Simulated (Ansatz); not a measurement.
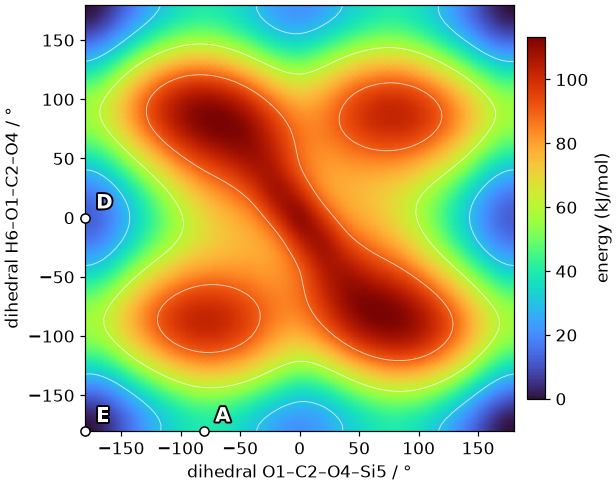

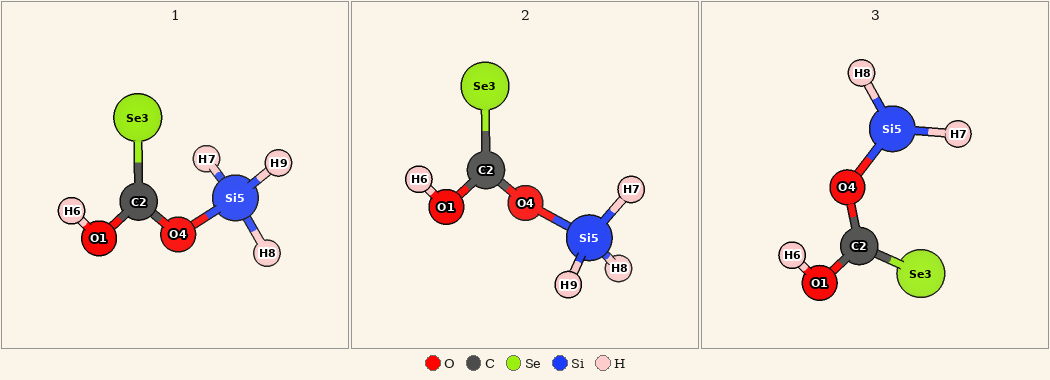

CH4O2SeSi, SMILES OC(=[Se])O[SiH3]. First axis: dihedral O1–C2–O4–Si5. Second axis: dihedral H6–O1–C2–O4. Nothing is relaxed (all other coordinates rigid). The scan uses an 18 × 18 grid. All energies are given in kJ/mol relative to the lowest grid point. Theory: RKS PBE-D4/def2-SVP (Ansatz).

In the figure: a smooth colour map with a few white contour lines, lettered points. Between grid points the surface is interpolated. The numbered pictures are the structures at these points, in random order.

Question: Which structure belongs to which point?

Answer: A is structure 2: dihedral O1–C2–O4–Si5 = −80°, dihedral H6–O1–C2–O4 = −180°, 39 kJ/mol; D is structure 3: dihedral O1–C2–O4–Si5 = −180°, dihedral H6–O1–C2–O4 = 0°, 12 kJ/mol; E is structure 1: dihedral O1–C2–O4–Si5 = −180°, dihedral H6–O1–C2–O4 = −180°, 0 kJ/mol.
